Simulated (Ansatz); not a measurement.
# GeH2Cl (SMILES [Cl][GeH2]) at UHF/def2-TZVPP

Aim: the vertical ionisation energy of GeH2Cl at UHF/def2-TZVPP, from 2 runs. 

Program for the calculation: Ansatz 0.2.0.

39 further runs of the same task are left out: 39 set aside as unsound or not needed.

## Step 1: The structure to begin with

GeH2Cl has 4 atoms, charge 0, and is taken as a doublet. As SMILES, `[Cl][GeH2]`. The shape is that of a PBE0-D4/def2-TZVP optimisation.

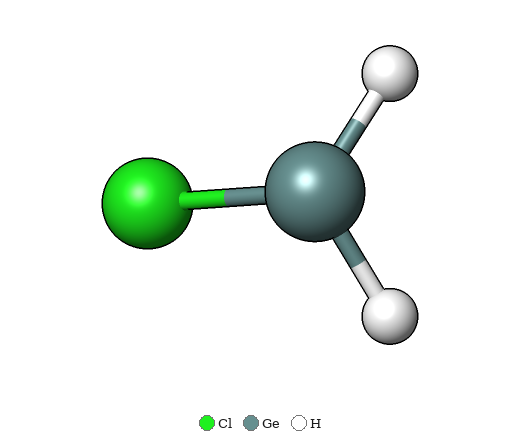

The structure, seen from a chosen angle (chlorine green, germanium teal, hydrogen white).

## Step 2: A single-point energy at UHF/def2-TZVPP

The input, job.yaml:

```yaml
crystal:
  periodic: [false, false, false]
  atoms:
    - {symbol: Cl, position_ang: [-1.562900, 0.305200, 0.993500]}
    - {symbol: Ge, position_ang: [0.106700, -0.451100, -0.141600]}
    - {symbol: H, position_ang: [0.072700, 0.259600, -1.514200]}
    - {symbol: H, position_ang: [1.383400, -0.113700, 0.662300]}
basis:
  gaussian: {orbitals: def2-TZVPP}
hamiltonian: {xc: hf}
magnetization: {spin_polarized: true, initial_magnetization: 1}
output: {orbitals: {seedname: orbitals}}
accuracy: high
```

Command:

```console
$ ansatz run job.yaml --threads 1 --pin off --max-ram 3480MiB --events-out events.jsonl --progress --plain --runs-dir runs
```

The program printed:

```text
Warning: RAYON_NUM_THREADS=1 ignored (pool sized by the plan → 1); use --threads N
Functional definition: HF
  name "HF"
  exchange = exact_x
  correlation = 0
1798 factors; integrals over basis functions are off by at most 4.5e-9 eV
mean field evaluation 1: about -69008.5285 eV, gradient 1.0e1 eV
mean field evaluation 2: about -69008.5339 eV, gradient 1.0e1 eV
mean field evaluation 4: about -69009.4688 eV, gradient 1.9e0 eV
mean field evaluation 8: about -69009.5147 eV, gradient 3.0e-3 eV
mean field -69009.51468245 eV, -2536.0528882508 hartree, gradient 1.7e-8 eV, S^2 0.754965; 0 other end points of the search recorded, 0 dependent functions left out
reference -69009.51468245 eV, -2536.0528882508 hartree; 26, 25 occupied and 92, 93 virtual orbitals, 1798 factors
Total energy: -69009.51468245 eV, -2536.0528882508 hartree
```

It took 4.8 s on 1 thread of Arm Neoverse V2, shared host; peak memory 0.39 GiB.

## Step 3: The singlet cation

The input, run.yaml:

```yaml
basis:
  gaussian: {orbitals: def2-TZVPP}
crystal:
  periodic: [false, false, false]
  atoms:
    - {symbol: Cl, position_ang: [-1.562900, 0.305200, 0.993500]}
    - {symbol: Ge, position_ang: [0.106700, -0.451100, -0.141600]}
    - {symbol: H, position_ang: [0.072700, 0.259600, -1.514200]}
    - {symbol: H, position_ang: [1.383400, -0.113700, 0.662300]}
total_charge: 1
hamiltonian: {xc: hf}
accuracy: high
output: {orbitals: {seedname: orbitals}}
```

Command:

```console
$ ansatz run run.yaml --threads 1 --pin off --max-ram 3480MiB --events-out events.jsonl --progress --plain --runs-dir runs
```

The program printed:

```text
Warning: RAYON_NUM_THREADS=1 ignored (pool sized by the plan → 1); use --threads N
[... 4 set-up lines as earlier in the session ...]
1798 factors; integrals over basis functions are off by at most 4.5e-9 eV
mean field evaluation 1: about -68998.0686 eV, gradient 2.8e1 eV
mean field evaluation 2: about -68998.1793 eV, gradient 2.8e1 eV
mean field evaluation 4: about -69000.7253 eV, gradient 2.6e0 eV
mean field evaluation 8: about -69000.7584 eV, gradient 3.3e-1 eV
mean field evaluation 16: about -69000.7594 eV, gradient 5.1e-7 eV
mean field -69000.75935744 eV, -2535.7311359916 hartree, gradient 2.3e-8 eV, S^2 0.000000; 0 other end points of the search recorded, 0 dependent functions left out
reference -69000.75935744 eV, -2535.7311359916 hartree; 25, 25 occupied and 93, 93 virtual orbitals, 1798 factors
Total energy: -69000.75935744 eV, -2535.7311359916 hartree
```

Run time: 3.3 s. Hardware: 1 thread of Arm Neoverse V2, shared host; peak memory 0.3 GiB.

## Step 4: Outcome

At UHF/def2-TZVPP:

| quantity | value |
| --- | --- |
| doublet GeH2Cl: total energy | -2536.05289 Eh |
| doublet GeH2Cl: HOMO energy (highest over α and β) | -9.53 eV |
| doublet GeH2Cl: LUMO energy (lowest over α and β) | 0.54 eV |
| doublet GeH2Cl: ⟨S²⟩ | 0.755 |
| singlet cation: total energy | -2535.73114 Eh |
| singlet cation: HOMO energy | -18.30 eV |
| singlet cation: LUMO energy | -7.93 eV |
| singlet cation: HOMO–LUMO gap | 10.37 eV |
| vertical ionisation energy (to the singlet cation) | 8.755 eV |

What this shows: The vertical ionisation energy comes to 8.76 eV (845 kJ/mol). Only the singlet of the ionised species was computed; a triplet could lie lower.
